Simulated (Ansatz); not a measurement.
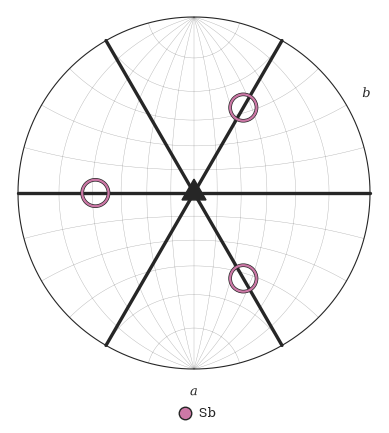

For Sb, coordinates from a relaxation with DFT LDA, scalar-relativistic, plane waves, PAW (Ansatz): directions from one antimony atom at (1/3, 2/3, 0.902) to its bonded neighbours, in stereographic projection down c (filled: above the plane of the page or in it, open: below). Geometry calculated from the standardised cell; symmetry tolerance 0.002 Å.

Neighbours are counted up to 3.26 Å for Sb. The symmetry elements of the site are drawn in: heavy lines are mirror planes (a heavy rim: a mirror in the plane of the page); lens, triangle, square and hexagon are 2-, 3-, 4- and 6-fold axes, a lens in an open square is −4, a triangle in an open hexagon −6; thin dashed diameters join the ends of axes that lie in the page; a small open circle marks inversion.

```
CELL_PARAMETERS angstrom
4.29405 0.00000 0.00000
-2.14703 3.71876 0.00000
0.00000 0.00000 10.96984
ATOMIC_POSITIONS crystal
Sb 0.33333 0.66667 0.90248
Sb 0.00000 0.00000 0.76418
Sb 0.00000 0.00000 0.23582
Sb 0.66667 0.33333 0.09752
Sb 0.66667 0.33333 0.56915
Sb 0.33333 0.66667 0.43085
```

Question: How many neighbours are there, and at what angles?

Answer: 3: 3 Sb at 2.91 Å. Angles between bonds: 95° (3×).

Question: What is the site's symmetry in the crystal?

Answer: Point group 3m (C3v), order 6: one threefold axis, three mirror planes. In R-3m, No. 166, hexagonal axes this is Wyckoff position 6c.
